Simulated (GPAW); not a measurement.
Consider Ti2O (P-3m1).

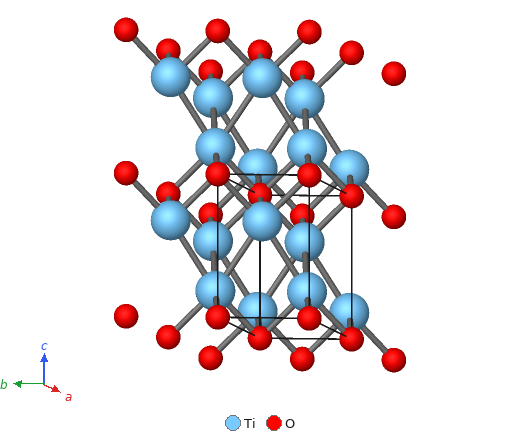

The structure (titanium blue, oxygen red). Bonds to atoms that aren't drawn are left out. 2×2×2 cells are drawn. Some periodic images of atoms are drawn too.

```
Ti O
1.0
     2.91940    0.00000    0.00000
    -1.45970    2.52827    0.00000
     0.00000    0.00000    4.71300
Ti O
2 1
Direct
  0.33333 0.66667 0.72126
  0.66667 0.33333 0.27874
  0.00000 0.00000 0.00000
```

Absorber: atom 1, with 3 O at 2.14 Å (pyramidal, site symmetry 3m). Method: GPAW, LDA, excited-electron core hole (neutral cell), 12-atom cell with 5.5 Å between holes, 5×5×5 k points, dipole transitions, Gaussian full width 0.94 eV up to 4 eV, rising linearly to 3.5 eV at 25 eV.

Question: What does the Ti K edge look like?

Main maxima up to 30 eV above the zero (height): 7.0 eV (0.91) and 13.5 eV (1.98). A K edge sees empty p states. The first eV above the zero hold little dipole weight, as the lowest empty bands are of d character; the main edge, of 4p character, rises through 0.6 near 5 eV above the zero. The total-energy difference is 4969.86 eV. One term is added: -22.68 eV, since the hole is spin-paired here and a spin-polarised one costs that much less in the free atom (computed apart). The photon energy is then 4947.18 eV. The tabulated edge of the element is 4966 eV. The functional leaves an error in such absolute values: in the free atom LDA prices this hole 13.2 eV below PBE (computed apart), and PBE is itself good to a few eV.

The Ti K spectrum (energy from the lowest empty level; intensity scaled to a mean of 1 over the first 20 eV; polarised curves are means over the symmetry-equivalent atoms):

```csv
E (eV),isotropic,ε ⊥ c,ε ∥ c
-2.0,0.00,0.00,0.00
-0.5,0.00,0.00,0.00
1.0,0.18,0.17,0.20
2.5,0.34,0.30,0.42
4.0,0.34,0.38,0.26
5.5,0.63,0.71,0.46
7.0,0.91,1.00,0.73
8.5,0.68,0.73,0.58
10.0,0.79,0.80,0.78
11.5,1.30,1.24,1.42
13.0,1.90,1.83,2.04
14.5,1.81,1.73,1.97
16.0,1.60,1.45,1.92
17.5,1.42,1.46,1.35
19.0,1.21,1.33,0.98
20.5,1.05,1.05,1.05
22.0,0.89,0.90,0.88
23.5,0.81,0.82,0.79
25.0,0.75,0.70,0.84
26.5,0.74,0.68,0.86
28.0,0.79,0.76,0.84
29.5,0.84,0.86,0.80
31.0,0.90,0.98,0.76
```

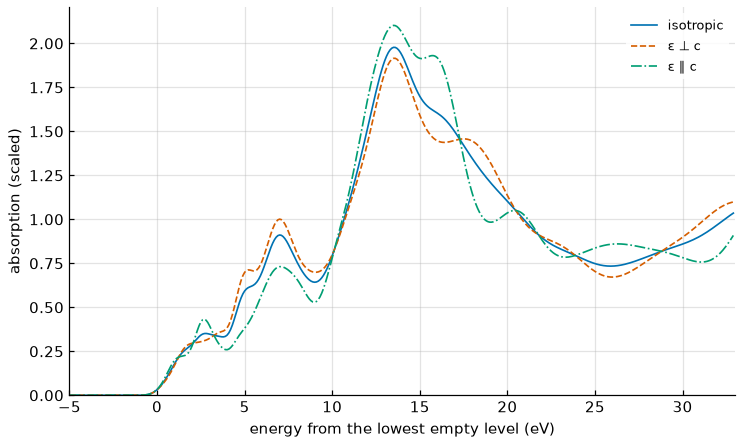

The Ti K edge.

The unit cell's mesh shows no gap over 0.35 eV. That is right for a metallic compound; for a small-gap or correlated insulator it would be the fault of the functional or of the assumed magnetic order, and the hole would be screened too well. Quadrupole 1s→3d transitions, which feed the pre-edge, are not in the dipole spectrum. The holes are only 5.5 Å apart, so the shape is probably not converged with cell size; no larger cell was run here. The mesh is coarse (0.28 Å⁻¹ between points), so small maxima may be mesh ripples. Lifetime broadening is put in by hand, and intensities beyond about 20 eV depend on it and on the partial waves. The structure is a published determination, not relaxed.

[Banner, clock and machine lines of the logs are left out without a mark of their own.]

[Logs are printed without paths, hosts, clocks, repeated set-up lines and the standing remarks that a program may print on its own settings, such as how far it seeks lower states.]

[Hosts, paths, dates, database ids (printed as entryN), source tags and the programs' standing remarks are cut or masked in the printed files.]

[Lists of maxima count a maximum above −3 eV only where it reaches 4 % of the highest in the window and stands out from its surroundings by 2 % of it (1.5 % where it reaches 55 %); shoulders and weaker maxima are passed over, and of the rest the first, up to two pre-edge ones and the few strongest are named.]
